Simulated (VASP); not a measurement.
Band structure of CoC (relaxed from the zinc blende structure, space group F-43m). Computed with PBEsol GGA, VASP's PBE PAW potentials (set 64) (plane waves; VASP 6.6.1).

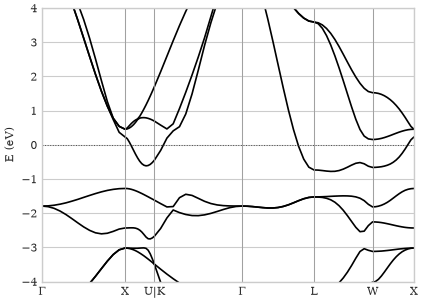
*Bands along high-symmetry lines, zero at the valence-band maximum or, without a gap, the Fermi level*

### Question
Read the plot: is there a gap, and where are the band edges?

### Answer
It has no gap at this level: it comes out as a metal or semimetal. (Edges off the drawn lines would not show.)

The structure was generated: CoC was put into the zinc blende type (F-43m), which need not be its known phase. It was relaxed first, which changed the volume by -26 %. The run is not spin-polarised, so no magnetic state was tried. The electron count is odd and the run is not spin-polarised, which forces a metal.
